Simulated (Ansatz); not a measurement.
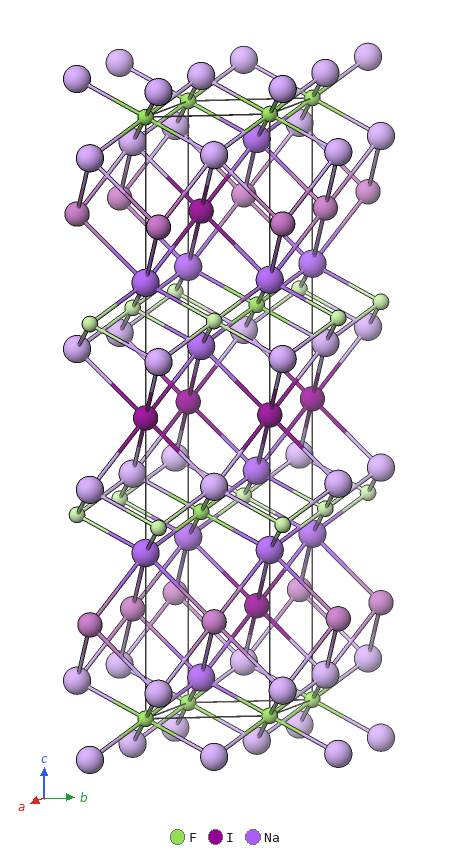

An orthographic ball-and-stick view of the structure, slightly off an axis. The parallelepiped is the conventional unit cell. Periodic images bonded to atoms of the box are shown as well, in fainter colours.

Na2IF, space group R-3m (No. 166), a = 3.814 Å, b = 3.814 Å, c = 18.355 Å, α = 90.00°, β = 90.00°, γ = 120.00°. The structure was taken from a structure type filled with these elements by a generator (whether the compound takes this form wasn't checked). The cell was then strained or its atoms displaced on purpose. Ansatz was used for an electronic-structure calculation on it.

This one geometry was computed with Ansatz (DFT, plane waves, PAW) at three levels of theory: HSE06, PBE and r2SCAN. It was relaxed with r2SCAN and then strained.

How does the band gap change with the level of theory?

Answer. PBE: a gap of 1.78 eV, direct; r2SCAN: a gap of 2.33 eV, direct; HSE06: a gap of 2.82 eV, direct.

Collect the results in a table.

Answer.
| level | cutoff (eV) | k-mesh of the run's cell | gap (eV) | pressure (GPa) |
| --- | --- | --- | --- | --- |
| HSE06 | 420 | 6×6×6 | 2.82 | 5.2 |
| PBE | 420 | 8×8×8 | 1.78 | 6.1 |
| r2SCAN | 500 | 8×8×8 | 2.33 | 4.9 |

Gaps are taken on the k-mesh or band path of each run.
